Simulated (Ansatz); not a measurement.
**Molecular dynamics, with input and output: GeBNH5ClO (part 2 of 2)**

Continued. System: GeBNH5ClO. Method: RKS r2SCAN-d4/6-31G* (Ansatz 0.2.0). The geometry comes from this level: PBE0-D4/def2-TZVP.

Geometry of the input (Å):
```
O  -1.5115  -1.9819  0.6077
B  -0.4522  -1.1387  0.4706
Cl 1.0694  -1.6890  1.2160
N  -0.4533  0.0992  -0.1921
Ge 0.9985  1.2398  -0.3724
H  -2.3197  -1.6658  0.1985
H  -1.3088  0.4206  -0.6181
H  0.4555  2.4366  -1.1713
H  1.4843  1.6894  1.0105
H  2.1209  0.5386  -1.1465
```

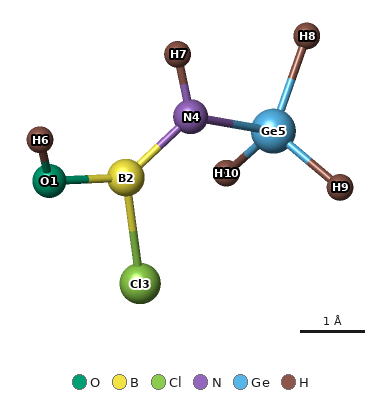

*The geometry at step 28 of the log (ball-and-stick view, seen at a tilt; atoms are numbered from 1 in the order of the input).*

## Trajectory as extended XYZ, continued
```
10
Properties=species:S:1:pos:R:3:forces:R:3 step=5 time_fs=5.0 energy=-73327.35167 temperature=504.9
O    -1.4702   -2.0274    0.6053   -0.9254   0.0631  -0.0979
B    -0.4632   -1.1314    0.4597    0.2555  -1.0146   0.6025
Cl    1.0475   -1.6825    1.2105    0.5940  -0.0269   0.1548
N    -0.4984    0.0974   -0.1589    0.4626   2.3010  -0.9487
Ge    1.0066    1.2454   -0.3739    0.2549  -0.5436   1.3807
H    -2.3093   -1.6066    0.3517    0.0274  -0.2774  -0.0391
H    -1.2820    0.4498   -0.7058   -0.0926  -0.3462   0.2767
H     0.6418    2.4013   -1.2593   -0.5232   0.5491  -0.2857
H     1.6295    1.7704    1.0108   -0.5801  -0.3820  -0.8374
H     2.0285    0.4443   -1.1307    0.5268  -0.3225  -0.2060
10
Properties=species:S:1:pos:R:3:forces:R:3 step=8 time_fs=8.0 energy=-73327.28096 temperature=438.9
O    -1.4533   -2.0542    0.6022    0.4080  -0.5042   0.1566
B    -0.4676   -1.1362    0.4587    0.4163  -0.5730   0.3704
Cl    1.0361   -1.6787    1.2077    0.8773  -0.0138   0.2238
N    -0.5229    0.1133   -0.1462    1.3987   1.5942  -0.0613
Ge    1.0118    1.2479   -0.3728    0.2337  -0.6977  -0.5466
H    -2.2675   -1.6071    0.4577   -1.6668   0.3995  -0.3963
H    -1.2658    0.4298   -0.7275   -0.9254   0.0234  -0.3384
H     0.6984    2.4395   -1.3430   -0.3178  -0.3336   0.3913
H     1.6592    1.7810    0.9261   -0.3353  -0.1383  -0.0412
H     2.0293    0.3546   -1.1441   -0.0886   0.2436   0.2417
10
Properties=species:S:1:pos:R:3:forces:R:3 step=10 time_fs=10.0 energy=-73327.20343 temperature=364.4
O    -1.4412   -2.0733    0.6006   -2.2331   0.8114  -0.1760
B    -0.4688   -1.1422    0.4598    0.2815   0.1089   0.0321
Cl    1.0297   -1.6762    1.2062    1.0742  -0.0395   0.2875
N    -0.5349    0.1297   -0.1383    0.6501   1.2483  -0.3119
Ge    1.0155    1.2492   -0.3723   -0.1106  -1.0210  -1.9050
H    -2.3123   -1.5913    0.5093    0.9182  -0.9395  -0.0779
H    -1.2937    0.4152   -0.7537   -0.0670  -0.2144   0.2554
H     0.7197    2.4544   -1.3842   -0.2282  -0.6738   0.6649
H     1.6616    1.7801    0.8631    0.0480   0.1911   0.8204
H     2.0294    0.3029   -1.1441   -0.3330   0.5286   0.4105
10
Properties=species:S:1:pos:R:3:forces:R:3 step=12 time_fs=12.0 energy=-73327.10768 temperature=276.9
O    -1.4341   -2.0908    0.5987   -2.7356   1.1525  -0.1409
B    -0.4690   -1.1478    0.4610    0.0601   0.7233  -0.2591
Cl    1.0244   -1.6737    1.2049    1.2404  -0.0650   0.3426
N    -0.5450    0.1495   -0.1313    0.0433   0.5771  -0.4001
Ge    1.0190    1.2499   -0.3727   -0.4450  -1.2527  -2.4246
H    -2.3276   -1.6084    0.5568    1.4971  -1.1738  -0.1564
H    -1.3248    0.3931   -0.7706    0.6099  -0.2523   0.6968
H     0.7322    2.4444   -1.4006   -0.2050  -0.6709   0.6678
H     1.6654    1.7862    0.8304    0.2613   0.3763   1.2727
H     2.0173    0.2709   -1.1289   -0.3265   0.5856   0.4014
10
Properties=species:S:1:pos:R:3:forces:R:3 step=15 time_fs=15.0 energy=-73327.17417 temperature=336.4
O    -1.4336   -2.1125    0.5952    0.9767  -0.1409  -0.1687
B    -0.4692   -1.1511    0.4610   -0.3165   1.1727  -0.4400
Cl    1.0191   -1.6702    1.2037    1.3652  -0.0743   0.3723
N    -0.5595    0.1812   -0.1221    0.7319  -0.9198   0.6865
Ge    1.0240    1.2497   -0.3756   -0.4614  -1.0429  -0.8585
H    -2.2743   -1.7020    0.6154   -1.8776   0.5708  -0.2441
H    -1.3341    0.3465   -0.7526   -0.0765   0.2590  -0.0268
H     0.7354    2.3862   -1.3816   -0.2888  -0.0407   0.1514
H     1.6856    1.8189    0.8647   -0.1734   0.0121   0.4344
H     1.9795    0.2618   -1.0798    0.1202   0.2038   0.0935
10
Properties=species:S:1:pos:R:3:forces:R:3 step=18 time_fs=18.0 energy=-73327.09989 temperature=265.7
O    -1.4308   -2.1336    0.5908   -0.5549   0.9240  -0.1623
B    -0.4720   -1.1453    0.4576   -0.7875   1.1655  -0.3308
Cl    1.0170   -1.6668    1.2034    1.3004  -0.0593   0.3208
N    -0.5698    0.2077   -0.1089    0.9771  -1.6726   1.0757
Ge    1.0283    1.2483   -0.3795   -0.5259  -0.7503   1.2337
H    -2.3335   -1.7699    0.6536    0.2385  -0.1269  -0.3396
H    -1.3474    0.3200   -0.7343   -0.3251   0.5008  -0.3369
H     0.7134    2.3264   -1.3512   -0.4085   0.7911  -0.5626
H     1.6913    1.8527    0.9360   -0.6183  -0.4030  -0.5945
H     1.9532    0.2685   -1.0233    0.7042  -0.3692  -0.3036
10
Properties=species:S:1:pos:R:3:forces:R:3 step=20 time_fs=20.0 energy=-73327.03847 temperature=212.6
O    -1.4292   -2.1456    0.5873   -1.8890   1.5632  -0.0697
B    -0.4771   -1.1361    0.4538   -0.9722   0.8385  -0.1269
Cl    1.0174   -1.6646    1.2037    1.1398  -0.0085   0.2384
N    -0.5732    0.2199   -0.0965    0.1200  -1.6308   0.3384
Ge    1.0309    1.2469   -0.3815   -0.5968  -0.5763   1.4405
H    -2.3868   -1.8116    0.6640    1.9385  -0.5278  -0.4816
H    -1.3714    0.3254   -0.7373    0.5151   0.4051   0.3135
H     0.6800    2.3189   -1.3532   -0.3145   0.7243  -0.5265
H     1.6679    1.8582    0.9609   -0.6292  -0.4440  -0.7982
H     1.9656    0.2591   -0.9977    0.6883  -0.3438  -0.3280
10
Properties=species:S:1:pos:R:3:forces:R:3 step=22 time_fs=22.0 energy=-73327.15384 temperature=318.5
O    -1.4318   -2.1540    0.5836   -0.4838   1.3710  -0.2119
B    -0.4856   -1.1241    0.4495   -0.9603   0.2264   0.1673
Cl    1.0191   -1.6625    1.2042    0.9007   0.0886   0.1252
N    -0.5763    0.2276   -0.0831   -0.1308  -1.4224  -0.0471
Ge    1.0332    1.2451   -0.3827   -0.6601  -0.4987   0.6552
H    -2.3727   -1.8715    0.6565    0.8041  -0.0244  -0.3917
H    -1.3775    0.3463   -0.7296    0.7212   0.3301   0.5011
H     0.6350    2.3379   -1.3743   -0.0501   0.1590  -0.0712
H     1.6209    1.8473    0.9563   -0.4290  -0.2878  -0.5735
H     2.0034    0.2375   -0.9840    0.2881   0.0583  -0.1533
10
Properties=species:S:1:pos:R:3:forces:R:3 step=25 time_fs=25.0 energy=-73327.12405 temperature=296.8
O    -1.4350   -2.1610    0.5769    2.6795   0.8703  -0.4077
B    -0.5047   -1.1053    0.4446   -0.6624  -0.7792   0.6191
Cl    1.0233   -1.6590    1.2052    0.4866   0.2497  -0.0561
N    -0.5808    0.2321   -0.0628    0.8922  -0.9941   0.3015
Ge    1.0359    1.2419   -0.3841   -0.9456  -0.8045  -1.0005
H    -2.3380   -1.9516    0.6201   -2.1638   0.7839  -0.2240
H    -1.3462    0.4020   -0.6902   -0.3964   0.3713  -0.2864
H     0.5670    2.3712   -1.4059    0.3219  -0.5744   0.5025
H     1.5243    1.8147    0.9171    0.1361   0.2525   0.4628
H     2.0751    0.2144   -0.9722   -0.3480   0.6246   0.0887
10
Properties=species:S:1:pos:R:3:forces:R:3 step=28 time_fs=28.0 energy=-73327.11335 temperature=288.5
O    -1.4282   -2.1626    0.5681   -1.4603   1.4018  -0.2329
B    -0.5291   -1.0923    0.4445   -0.1566  -1.3097   0.8326
Cl    1.0287   -1.6549    1.2060    0.1331   0.3403  -0.1877
N    -0.5805    0.2307   -0.0413    0.5592  -0.0623  -0.4823
Ge    1.0375    1.2378   -0.3866   -1.1345  -0.9887  -1.2250
H    -2.4204   -1.9788    0.5618    1.8474   0.0412  -0.2972
H    -1.3376    0.4873   -0.6657   -0.1542   0.0186   0.0889
H     0.5246    2.3598   -1.3984    0.3953  -0.5986   0.4677
H     1.4372    1.8023    0.9145    0.4296   0.5388   0.9590
H     2.1207    0.2413   -0.9545   -0.4589   0.6186   0.0770
10
Properties=species:S:1:pos:R:3:forces:R:3 step=30 time_fs=30.0 energy=-73327.18075 temperature=352.7
O    -1.4262   -2.1596    0.5615   -1.5360   1.1257  -0.2455
B    -0.5463   -1.0893    0.4481    0.3370  -1.3623   0.8437
Cl    1.0326   -1.6517    1.2064   -0.0482   0.3739  -0.2394
N    -0.5781    0.2291   -0.0281   -0.0847   0.5637  -1.2028
Ge    1.0378    1.2343   -0.3891   -1.0884  -0.7225   0.0870
H    -2.4141   -1.9905    0.5087    1.6380   0.0743  -0.2009
H    -1.3430    0.5477   -0.6492    0.4138  -0.4048   0.6416
H     0.5148    2.3236   -1.3707    0.2373  -0.2054   0.1010
H     1.3981    1.8182    0.9557    0.3063   0.2780   0.2857
H     2.1298    0.2890   -0.9389   -0.1751   0.2793  -0.0704
10
Properties=species:S:1:pos:R:3:forces:R:3 step=32 time_fs=32.0 energy=-73327.19088 temperature=362.8
O    -1.4276   -2.1539    0.5543    0.9002   0.4480   0.0174
B    -0.5623   -1.0910    0.4547    0.9744  -1.0578   0.7598
Cl    1.0365   -1.6481    1.2065   -0.1908   0.3865  -0.2644
N    -0.5758    0.2289   -0.0180    0.0599   0.5333  -1.1050
Ge    1.0376    1.2305   -0.3915   -1.1005  -0.4398   1.7451
H    -2.3520   -1.9984    0.4470   -1.2265   0.4511  -0.3923
H    -1.3347    0.5938   -0.6099    0.1738  -0.4501   0.4862
H     0.5136    2.2800   -1.3394   -0.0481   0.3930  -0.4317
H     1.3706    1.8446    1.0078    0.1645  -0.0671  -0.5399
H     2.1326    0.3472   -0.9260    0.2931  -0.1971  -0.2752
10
Properties=species:S:1:pos:R:3:forces:R:3 step=35 time_fs=35.0 energy=-73327.13922 temperature=317.5
O    -1.4258   -2.1438    0.5438   -0.8350  -0.0710  -0.0157
B    -0.5792   -1.0997    0.4694    1.9222   0.1284   0.4349
Cl    1.0418   -1.6419    1.2060   -0.3243   0.3287  -0.2435
N    -0.5712    0.2308   -0.0078    1.0000  -0.3847  -0.2265
Ge    1.0361    1.2244   -0.3932   -1.1207  -0.1690   2.7494
H    -2.3486   -1.9785    0.3232   -0.2050   0.1824  -0.2153
H    -1.3218    0.6365   -0.5251   -0.8717   0.0325  -0.3078
H     0.5061    2.2469   -1.3273   -0.2527   0.7684  -0.7580
H     1.3407    1.8775    1.0430    0.1238  -0.3035  -1.0521
H     2.1614    0.4173   -0.9277    0.5633  -0.5122  -0.3655
10
Properties=species:S:1:pos:R:3:forces:R:3 step=38 time_fs=38.0 energy=-73327.18724 temperature=369.6
O    -1.4282   -2.1339    0.5329   -3.3096  -0.1502  -0.7359
B    -0.5810   -1.1077    0.4877    2.3070   1.0145   0.0857
Cl    1.0464   -1.6348    1.2050   -0.3372   0.2269  -0.1597
N    -0.5617    0.2309    0.0002   -0.0717  -0.2967  -0.5713
Ge    1.0333    1.2180   -0.3919   -0.8779   0.1271   1.1942
H    -2.3660   -1.9425    0.1852    1.9288  -0.2736   0.6287
H    -1.3661    0.6737   -0.4547    0.1598  -0.4352   0.1901
H     0.4810    2.2715   -1.3730    0.1143   0.0117  -0.0751
H     1.3224    1.8872    0.9942    0.2561  -0.1022  -0.5288
H     2.2315    0.4488   -0.9578   -0.1696  -0.1223  -0.0280
10
Properties=species:S:1:pos:R:3:forces:R:3 step=40 time_fs=40.0 energy=-73327.24433 temperature=424.0
O    -1.4390   -2.1276    0.5236   -1.2187  -0.2114  -0.1018
B    -0.5721   -1.1089    0.5005    2.0861   0.8867  -0.0374
Cl    1.0491   -1.6298    1.2041   -0.2757   0.1601  -0.0800
N    -0.5549    0.2298    0.0039   -0.6414  -0.2667  -0.6035
Ge    1.0308    1.2138   -0.3901   -0.7387   0.1377  -0.3227
H    -2.2963   -1.9289    0.1172    0.0089   0.0218   0.0008
H    -1.3968    0.6818   -0.4030    0.6983  -0.6026   0.3042
H     0.4673    2.2936   -1.4117    0.3366  -0.4747   0.3748
H     1.3217    1.8877    0.9331    0.4070   0.2522   0.2723
H     2.2751    0.4613   -0.9814   -0.6624   0.0969   0.1933
10
Properties=species:S:1:pos:R:3:forces:R:3 step=42 time_fs=42.0 energy=-73327.19532 temperature=387.8
O    -1.4526   -2.1219    0.5142    1.2659  -0.1636   1.0173
B    -0.5558   -1.1071    0.5133    1.4814   0.4194  -0.1478
Cl    1.0514   -1.6245    1.2031   -0.1477   0.0637   0.0282
N    -0.5496    0.2279    0.0059   -0.1736  -0.6804  -0.1890
Ge    1.0279    1.2096   -0.3884   -0.7079   0.0981  -1.3302
H    -2.2275   -1.9136    0.0468   -2.0034   0.4707  -1.1063
H    -1.4033    0.6683   -0.3406    0.2306  -0.2085  -0.0540
H     0.4659    2.2983   -1.4369    0.3967  -0.6675   0.5695
H     1.3365    1.8977    0.8820    0.5138   0.5514   0.9237
H     2.2942    0.4771   -0.9981   -0.8559   0.1167   0.2886
10
Properties=species:S:1:pos:R:3:forces:R:3 step=45 time_fs=45.0 energy=-73327.29173 temperature=481.1
O    -1.4697   -2.1130    0.5031   -0.8863   1.2649  -0.9680
B    -0.5224   -1.1020    0.5313    0.0974  -0.3135  -0.4555
Cl    1.0547   -1.6166    1.2018    0.1985  -0.1607   0.2554
N    -0.5417    0.2210    0.0085    0.7614  -1.0289   0.2410
Ge    1.0228    1.2035   -0.3872   -0.6688   0.5690  -0.6506
H    -2.2245   -1.8674   -0.1125    1.0843  -0.3413   1.0471
H    -1.4081    0.6403   -0.2552   -0.5766   0.3710  -0.4377
H     0.4907    2.2597   -1.4356    0.1827  -0.3652   0.3332
H     1.3941    1.9499    0.8673    0.2889   0.2260   0.4781
H     2.2644    0.5066   -1.0034   -0.4814  -0.2213   0.1569
10
Properties=species:S:1:pos:R:3:forces:R:3 step=48 time_fs=48.0 energy=-73327.24331 temperature=440.2
O    -1.4898   -2.0978    0.4879    0.2560   1.5898  -0.6998
B    -0.4879   -1.0995    0.5457   -1.2313  -0.9551  -0.7156
Cl    1.0586   -1.6089    1.2010    0.6474  -0.4165   0.5059
N    -0.5304    0.2086    0.0121   -0.4346  -0.0830  -0.0784
Ge    1.0169    1.1980   -0.3866   -0.5464   1.0679   1.2669
H    -2.1589   -1.8423   -0.2024    0.6805  -0.2480   0.9363
H    -1.4442    0.6344   -0.2012    0.7190  -0.1805  -0.1134
H     0.5297    2.1931   -1.4092   -0.2854   0.4654  -0.4115
H     1.4755    2.0197    0.8908   -0.1737  -0.4713  -0.5116
H     2.1963    0.5155   -0.9968    0.3684  -0.7687  -0.1787
10
Properties=species:S:1:pos:R:3:forces:R:3 step=50 time_fs=50.0 energy=-73327.13581 temperature=345.2
O    -1.5030   -2.0829    0.4755    2.5863   0.9222   1.5857
B    -0.4695   -1.1017    0.5524   -1.8067  -1.1319  -0.8091
Cl    1.0620   -1.6044    1.2011    0.9138  -0.5792   0.6562
N    -0.5236    0.1994    0.0144   -0.4807   0.1668  -0.0717
Ge    1.0126    1.1950   -0.3855   -0.2831   1.0641   1.7766
H    -2.0789   -1.8379   -0.2176   -1.3968   0.5113  -1.3102
H    -1.4436    0.6261   -0.1728    0.7432  -0.1941  -0.1248
H     0.5451    2.1654   -1.4064   -0.4645   0.7910  -0.7141
H     1.5244    2.0479    0.8876   -0.3630  -0.6881  -0.7537
H     2.1628    0.4881   -0.9987    0.5515  -0.8621  -0.2350
```

## Key numbers

| quantity | value |
| --- | --- |
| outcome | finished |
| mean temperature over the second half | 372 K |
| trajectory | 50 steps, 50 fs |
| ensemble | nvt_nose_hoover |
| temperature in the input | 700 K |
| time step | 1 fs |
| potential energy (last step) | −73327.1358 eV |
| mean-field energy (last step) | −73327.0781 eV |
| dispersion energy (last step) | −0.0577 eV |
| SCF solution under orbital rotations (last step) | stable |
| largest force (length of the vector) (last step) | 3.171 eV/Å |
| dipole moment (last step) | 3.49 D |
| hardware | 4 threads of Arm Neoverse V2, 23 GiB of memory available, shared host |
| wall time | 99 s (CPU time 6.3 min) |
| peak memory | 0.54 GiB |

## Remarks

So short a trajectory is not equilibrated. The temperature stays far from the 700 K of the thermostat over the second half: the run isn't equilibrated.
